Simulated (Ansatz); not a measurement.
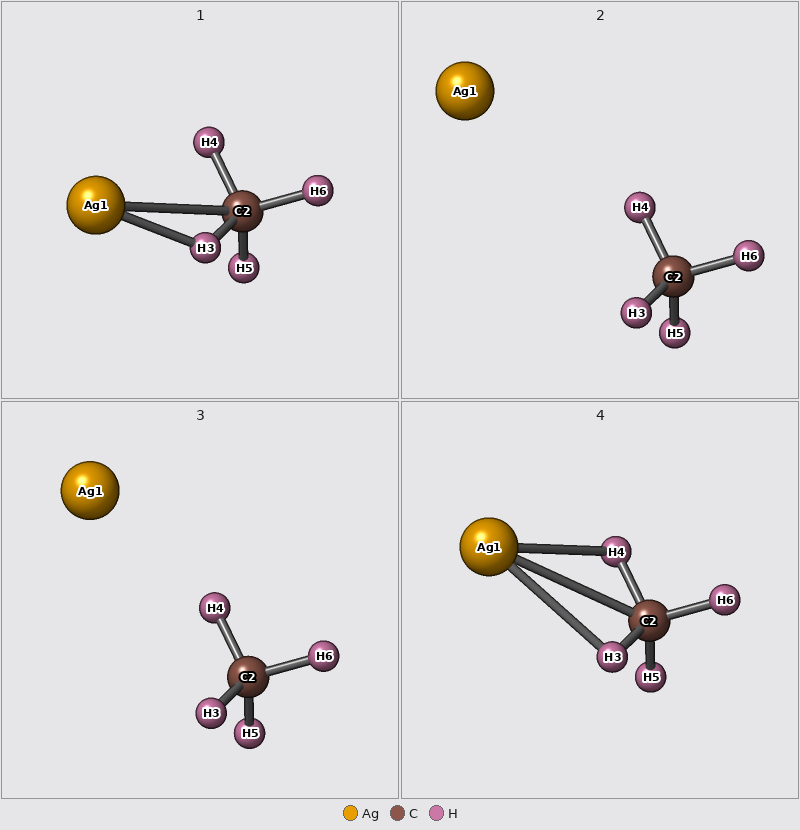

CH₄Ag, charge +1. 
- The turn is about an axis along (0.37, 0.89, −0.26) in the frame of the relaxed pair, normal to the line between the partners.
- The first coordinate is: distance C2···Ag1; the second: turn of Ag1 about C2.
- The scan uses a 15 × 15 grid; 110 points were computed and 95 follow by symmetry. At 20 points there is no value (left out of the scan, as a rule where atoms come close).
- Points are written as (first, second).
- Energies are in kJ/mol, from the lowest grid point.
- Level of theory: RKS PBE0-D4/def2-TZVPD in Ansatz.

The numbered pictures are structures from this grid.

Question: Rank them by energy, lowest first.

Answer: 4, at (2.533 Å, 0.0°): 0 kJ/mol; 1, at (2.533 Å, −25.7°): 22 kJ/mol; 3, at (3.271 Å, 38.6°): 34 kJ/mol; 2, at (3.707 Å, 25.7°): 51 kJ/mol.

The map, with the structures marked:

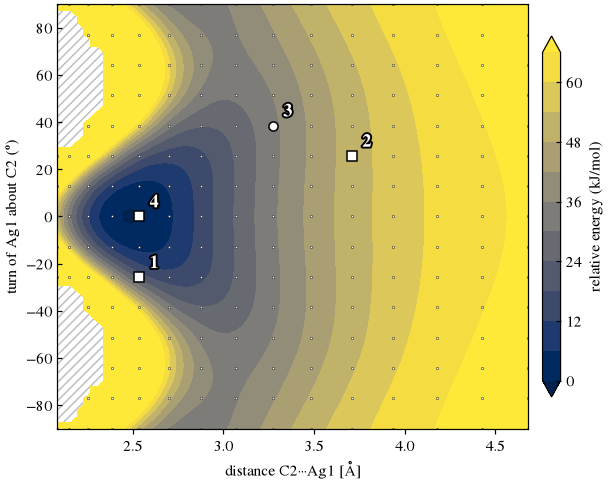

Drawn: filled contours, dots at the grid points, one colour for all values above the top of the scale, hatched blanks where no value was computed. Between grid points the surface is interpolated.
